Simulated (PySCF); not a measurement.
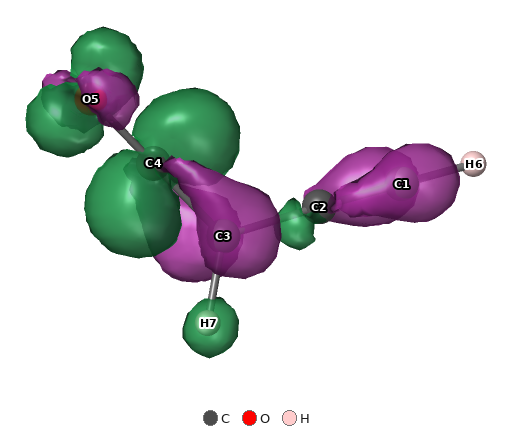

*C$_{4}$H$_{2}$O, SMILES `C#CC=C=O`. Unrelaxed difference density of S₁ less the ground state (full linear response singlet states), ±0.06 e/Å³; green: gain, purple: loss.*

PySCF calculation, B3LYP/6-311G**, gas phase; geometry: GFN2-xTB. No frequency check shows the geometry to be a minimum. Without diffuse functions Rydberg states are missing, so the states' numbers hold for this basis only.

The calculation's input:

```python
import numpy as np
from pyscf import gto, scf, dft, tdscf
from pyscf.scf import atom_ks, atom_hf
from scipy.linalg import block_diag

def solve(mol, dm0=None, hcore=None):
    mf = (dft.UKS if mol.spin else dft.RKS)(mol, xc='b3lyp')
    mf.grids.level = 3
    mf = mf.density_fit(auxbasis='def2-universal-jkfit')
    mf.conv_tol, mf.max_cycle = 1e-8, 80
    if hcore is not None:
        mf.get_hcore = lambda *args: hcore
    mf.kernel(dm0)
    if not mf.converged:
        mf = mf.newton().run(mf.mo_coeff, mf.mo_occ, max_cycle=30)
    assert mf.converged, 'SCF not converged'
    return mf

mol = gto.M(atom='''
C     -2.30650    -0.41714     0.00000
C     -1.22532     0.10286     0.00000
C      0.03363     0.74227     0.00000
C      1.15362     0.08028     0.00000
O      2.15858    -0.50033     0.00000
H     -3.25235    -0.86853     0.00000
H      0.05123     1.82150     0.00000
''', basis='6-311g**', charge=0, spin=0, verbose=4)
mf = solve(mol)
td = mf.TDDFT()
td.nstates, td.singlet, td.conv_tol = 5, True, 1e-5
td.kernel()
td.analyze()
x, y = np.array([p[0] for p in td.xy]), np.array([p[1] + 0 * p[0] for p in td.xy])
f, mu = td.oscillator_strength(), td.transition_dipole()
nto = [td.get_nto(state=i + 1, verbose=4) for i in range(len(td.e))]
# spherically averaged free atoms, for the promolecule
atm = atom_ks.get_atm_nrks(mol, xc='b3lyp')
pro = block_diag(*[(atm[a[0]][2] * atm[a[0]][3]) @ atm[a[0]][2].T for a in mol._atom])
np.savez('result.npz', e=td.e, f=f, ok=td.converged, w=[n[0] for n in nto], nto=[n[1] for n in nto], x=x, y=y, c=mf.mo_coeff, occ=mf.mo_occ, eps=mf.mo_energy, pro=pro, mu=mu)
```

Run with:

```sh
OMP_NUM_THREADS=1 python input.py
```

The run took 2.6 min on 1 thread of Intel(R) Xeon(R) 6975P-C (Granite Rapids) (shared host), peak memory 0.6 GiB.

> How does the charge move on excitation?

0.77 e is displaced in all, of which about 0.4 e passes between atoms: C1 (0.20 e) and C3 (0.17 e) lose electrons and C4 (0.28 e) and O5 (0.12 e) gain them. The state: 3.31 eV (374 nm), f = 0.000 (very weak); the leading pair carries 100 %; hole on C3 (28 %), C1 (23 %) and O5 (17 %), electron on C4 (44 %), O5 (29 %) and C3 (12 %); their centroids lie 1.2 Å apart.
